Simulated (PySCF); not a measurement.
# C3H8NO, doublet, SMILES `CCOC[NH]`: electronic structure

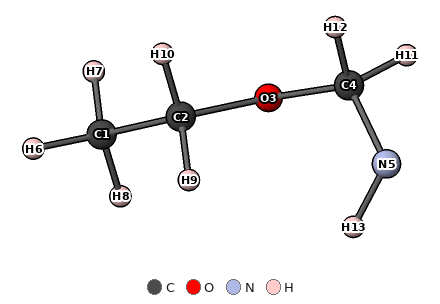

The molecule, with its atoms numbered as below. No frequency check shows the geometry to be a minimum.

Coordinates in Å:

```
C1      -2.2500   -0.1125   -0.1861
C2      -0.8685   -0.2388    0.4322
O3       0.0307    0.5717   -0.3048
C4       1.3646    0.4857    0.1215
N5       2.0802   -0.6655   -0.1155
H6      -2.9591   -0.7216    0.3675
H7      -2.5716    0.9248   -0.1628
H8      -2.2246   -0.4422   -1.2210
H9      -0.5372   -1.2879    0.4172
H10     -0.8828    0.0952    1.4822
H11      1.8858    1.3279   -0.3782
H12      1.4471    0.7207    1.2080
H13      1.5591   -1.3380   -0.6717
```

### 1. Bonding charge

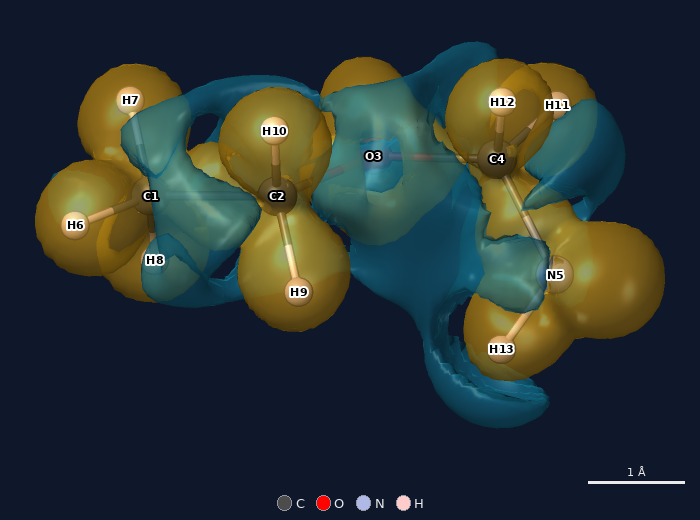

Deformation density (molecule less spherical, spin-averaged free atoms at the same positions), surfaces at ±0.05 e/Å³; yellow: gain, teal: loss.

Method: PBE0/6-31+G*; geometry: GFN2-xTB; program: PySCF. The stability of the open-shell solution wasn't checked. GFN2-xTB doesn't know the spin state, so this open-shell geometry is rough.

Question: Describe the bonding that the map shows.

Answer: The five largest and four smallest: N5–H13: +0.79 e/Å³ at the bond critical point (bond length 1.02 Å). C2–H9: +0.68 e/Å³ at the bond critical point (bond length 1.10 Å). C2–H10: +0.68 e/Å³ at the bond critical point (bond length 1.10 Å). C4–H11: +0.66 e/Å³ at the bond critical point (bond length 1.11 Å). C1–H7: +0.65 e/Å³ at the bond critical point (bond length 1.09 Å). C4–N5: +0.49 e/Å³ at the bond critical point (bond length 1.38 Å). C1–C2: +0.48 e/Å³ at the bond critical point (bond length 1.52 Å). O3–C4: +0.15 e/Å³ at the bond critical point (bond length 1.40 Å). C2–O3: +0.10 e/Å³ at the bond critical point (bond length 1.42 Å); up to 0.6 Å beside the axis the gain reaches +0.32 e/Å³. In all, 2.8 electrons gather in the regions of gain relative to the promolecule. A small or negative value marks a very polar bond, one between electron-rich atoms, whose free-atom densities already overlap strongly, a long bond to a heavier atom, or a closed-shell contact such as a hydrogen bond.

### 2. Bond critical points

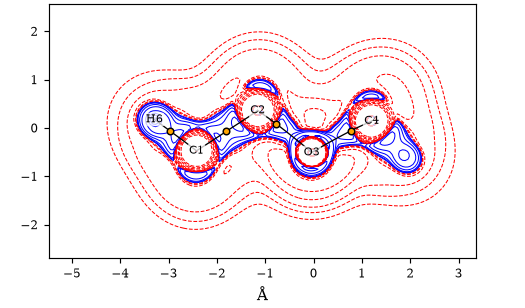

Negative Laplacian of the density (−∇²ρ) in the plane of C1, C2, O3, C4 and H6 (solid blue lines positive, dashed red lines negative, contours at ±0.02 to ±8 a.u.), with bond paths and bond critical points (dots).

Question: Sort the bonds in the plane by the sign of ∇²ρ at their critical points.

Answer: Concentrated (∇²ρ < 0): C1–H6 (−0.92 a.u.); O3–C4 (−0.50 a.u.); C2–O3 (−0.42 a.u.); C1–C2 (−0.60 a.u.). At none is it depleted.

Question: Where along C2–O3 does the critical point lie?

Answer: 0.48 Å from C2 and 0.94 Å from O3.

### 3. Local ionisation energy

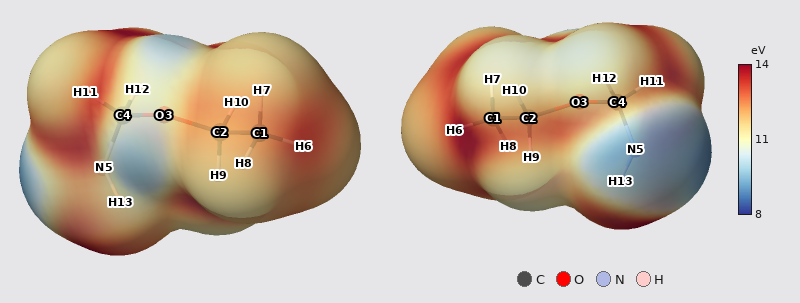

Average local ionisation energy on the surface of electron density 0.001 a.u. (back view left, front view right).

Question: Where are the most loosely bound electrons on this surface?

Answer: The lowest value is 8.8 eV, 2.0 Å from N5. Further minima include 9.8 eV, 1.9 Å from O3; 10.6 eV, 1.4 Å from H12; 11.2 eV, 1.3 Å from H11. For comparison, the highest occupied orbital lies at −7.6 eV.

### 4. Spin density

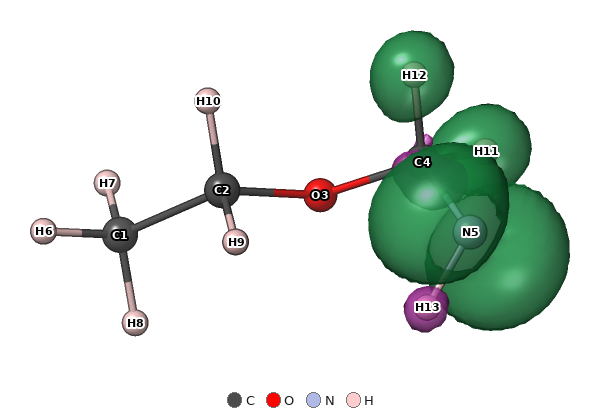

Spin density ρα − ρβ at ±0.03 e/Å³ (green: excess α, purple: excess β).

Question: How is the spin shared among the atoms?

Answer: Hirshfeld spin populations: N5 +0.78, C4 +0.06, H11 +0.06, H12 +0.05 and H13 +0.04. ⟨S²⟩ = 0.76, as for a pure state. The picture also shows regions of β spin from spin polarisation; the Hirshfeld sums, whose atoms overlap, net them against the α spin of neighbours.

### 5. In an electric field

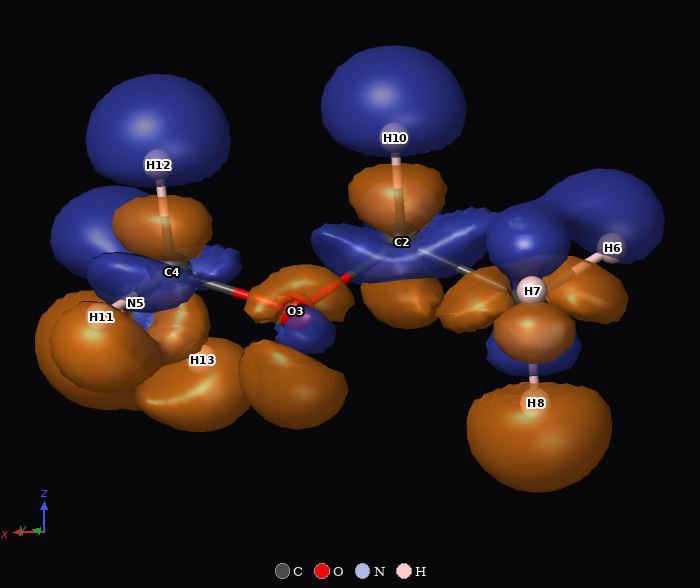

Change of the electron density in a uniform field of 0.10 V/Å, surfaces at ±0.0008 e/Å³ (orange: gain, blue: loss).

Level of theory: B3LYP/def2-SVPD (PySCF), at a geometry from GFN2-xTB. The stability of the open-shell solution wasn't checked. GFN2-xTB doesn't know the spin state, so this open-shell geometry is rough.

Question: Along which Cartesian direction does the field point?

Answer: Along +z: electrons gather on the −z side, against the field.

Question: What dipole is induced, and what polarisability does it imply?

Answer: The induced dipole is 0.24 D (along the field); α along this axis, from the fields in both directions, is 47 bohr³ (7.0 Å³).

Question: Which atoms gain and lose the most charge?

Answer: Electrons gather most on H8 (Hirshfeld charge changes by −0.004 e) and leave H12 most (+0.004 e); 0.026 electrons are displaced in all.

### 6. Removing or adding an electron

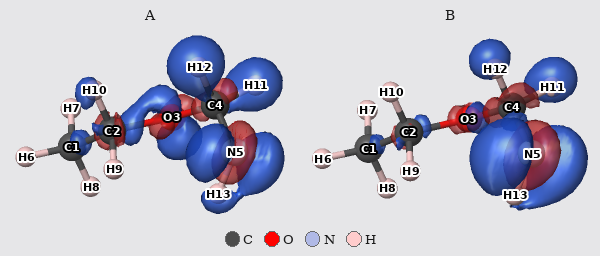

The two Fukui functions at ±0.04 e/Å³ (blue positive, red negative).

Method: PBE/def2-SVPD; geometry: GFN2-xTB; program: PySCF. GFN2-xTB doesn't know the spin state, so this open-shell geometry is rough.

Question: Which panel is f⁻ (electron removed) and which f⁺ (electron added)?

Answer: A is f⁻, B is f⁺. f⁻ (Hirshfeld-condensed) is largest on N5 (0.25); the vertical ionisation energy is 9.65 eV (to the singlet cation, which needn't be its lowest state). f⁺ (Hirshfeld-condensed) is largest on N5 (0.38); the vertical electron affinity is 0.49 eV (to the singlet anion, which needn't be its lowest state; the anion's highest orbital has positive energy, so this value and f⁺ depend on the basis).
